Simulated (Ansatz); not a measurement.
The relaxed structure here is a generated cell of Cs2AgBiBr6: the first start was made by a random draw of sites in a space group, and the end was not matched to a known phase here, so it may be hypothetical. Known forms of Cs2AgBiBr6 include space group No. 225.

One stationary structure of Cs$_{2}$AgBiBr$_{6}$. Space group P-3m1 (No. 164). Method: r2SCAN (plane waves to 500 eV, PAW, scalar-relativistic; Ansatz, a first-principles code).

```xyz
10
Lattice="7.8901 0.0000 0.0000 -3.9450 6.8330 0.0000 0.0000 0.0000 6.7972" Properties=species:S:1:pos:R:3 pbc="T T T"
Ag     0.0000     0.0000     3.3986
Bi     0.0000     0.0000     0.0000
Br     0.0000     2.3317     1.6731
Br     1.9257     5.6671     1.6731
Br    -1.9257     5.6671     1.6731
Br     3.9450     4.5013     5.1241
Br     5.8707     1.1659     5.1241
Br     2.0193     1.1659     5.1241
Cs     3.9450     2.2777     1.6827
Cs     0.0000     4.5553     5.1144
```

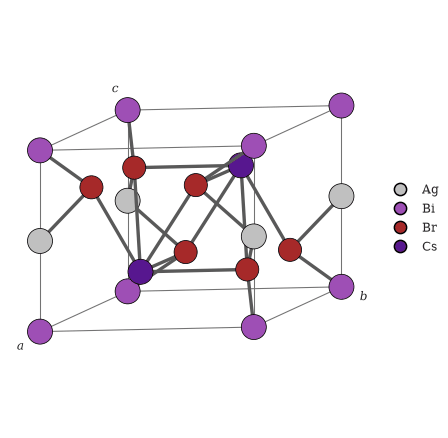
Fig. 1. The conventional cell of the relaxed structure

```json
{
  "volume_per_atom": "36.65 Å³",
  "density": "4.81 g/cm³",
  "band_gap": "2.98 eV, direct at Γ (no spin-orbit coupling)",
  "shortest_distances": "Bi–Br 2.87 Å; Ag–Br 2.90 Å; Ag–Bi 3.40 Å",
  "k-mesh": "5×5×5"
}
```

Band energies at high-symmetry points (eV from the VBM; labels of this space group; no spin-orbit coupling), from −5 eV up to 6.1 eV:

```csv
point,energies
Γ,-3.95 -3.34 -3.34 -3.25 -2.95 -2.95 -2.46 -2.46 -2.17 -2.05 -2.05 -1.48 -1.48 -1.35 -1.35 -1.31 -1.28 -1.09 -1.09 -1.09 -0.79 0.00 0.00 2.98 3.76 3.76 3.91 5.55
M,-3.69 -3.39 -3.30 -3.21 -2.98 -2.90 -2.54 -2.39 -2.20 -2.16 -1.95 -1.90 -1.80 -1.69 -1.58 -1.45 -1.19 -1.15 -1.15 -1.08 -0.55 -0.35 -0.01 3.32 3.95 3.96 4.72
K,-3.49 -3.47 -3.47 -3.02 -3.00 -3.00 -2.48 -2.48 -2.16 -2.10 -2.10 -1.78 -1.76 -1.76 -1.56 -1.56 -1.25 -1.14 -1.14 -1.13 -0.48 -0.22 -0.22 3.71 3.71 3.90 4.83
A,-4.32 -3.49 -3.49 -2.89 -2.89 -2.71 -2.33 -2.33 -2.23 -1.99 -1.99 -1.65 -1.58 -1.58 -1.18 -1.18 -1.09 -1.05 -1.01 -1.00 -1.00 -0.08 -0.08 3.20 3.56 3.56 4.59 5.72 5.72 5.84
L,-4.07 -3.65 -3.40 -3.07 -2.90 -2.57 -2.57 -2.18 -2.14 -2.13 -2.03 -1.78 -1.70 -1.54 -1.52 -1.43 -1.38 -1.28 -1.01 -1.01 -0.50 -0.44 -0.08 3.30 3.88 4.10 5.02
H,-3.99 -3.58 -3.58 -3.03 -3.03 -2.56 -2.34 -2.34 -2.08 -2.08 -1.87 -1.85 -1.85 -1.56 -1.51 -1.40 -1.40 -1.39 -1.09 -1.09 -0.44 -0.25 -0.25 3.65 3.65 4.09 5.08
```

No spin polarisation in the result. Spin-orbit coupling is missing; with elements this heavy it can move band edges by tenths of an eV or more.

The run could not lose the symmetry of its start, so the end can be a saddle point.
